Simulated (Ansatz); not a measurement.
## Electronic structure of H6O2W in real space

```xyz
9

W    -0.0888    0.0871    0.1383
H    -0.3912    0.0574    1.8199
H     1.3174   -0.1632    1.1078
O     0.1514    1.8309   -0.4087
H     0.5999    2.4780   -0.9723
H    -1.6917   -0.1293    0.6329
O     0.5580   -1.6714   -0.3372
H     1.3377   -1.9468    0.1690
H    -1.1456   -0.5427   -1.0878
```

Core potentials replace the inner electrons of W.

The calculation used RKS B3LYP-D4/def2-SVP in Ansatz 0.2.0.

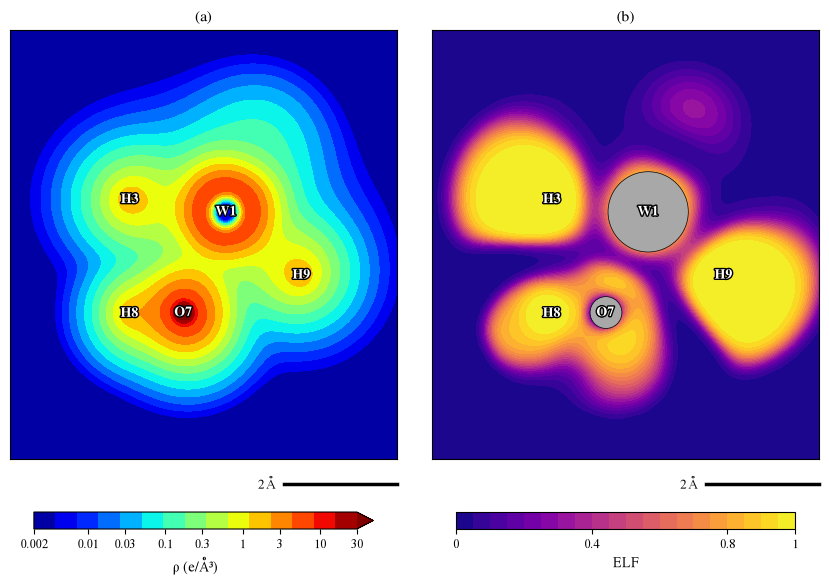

Figure 1. (a) electron density; (b) ELF on the plane of atoms W1, O7 and H8. Grey discs cover the atomic cores in the ELF map.

What do the fields say about this system?

Answer.
- Atoms in the plane: W, H and O.
- O–H (0.97 Å): ρ at the midpoint is about 3.7 e/Å³; the ELF climbs to about 1 towards the hydrogen, as it does in any bond to H; an ordinary covalent bond to hydrogen.
- W–O (1.93 Å): ρ at the midpoint is about 0.99 e/Å³; the ELF peaks at about 0.85 in the valence shell of O, 0.6 Å from its nucleus, and drops to about 0.25 between the two atoms.

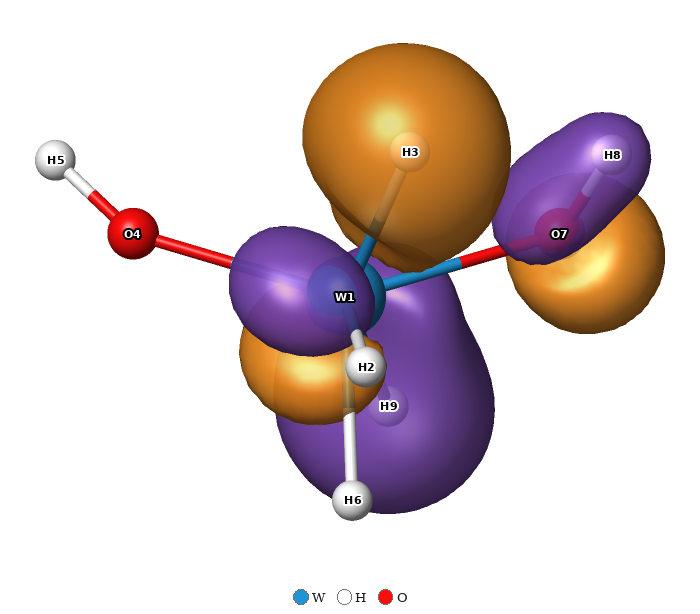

Figure 2. The HOMO at ±0.15 Å⁻³ᐟ² (orange and purple are the two phases), seen across its widest extent.

Where does this orbital lie, and at what energy?

Answer. Its weight (Hirshfeld) is mainly on W1 (about 35 %), H9 (about 25 %), H3 (about 20 %) and O7 (about 20 %). Its energy is −6.84 eV.

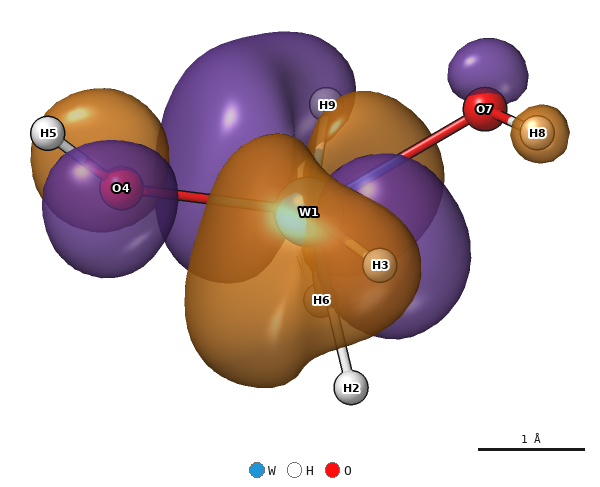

Figure 3. The LUMO at ±0.1 Å⁻³ᐟ² (orange and purple are the two phases), seen from one side.

Where does this orbital lie, and at what energy?

Answer. Its weight (Hirshfeld) is mainly on W1 (about 65 %), O4 (about 15 %) and H3 (about 5 %). Its energy is −2.25 eV.
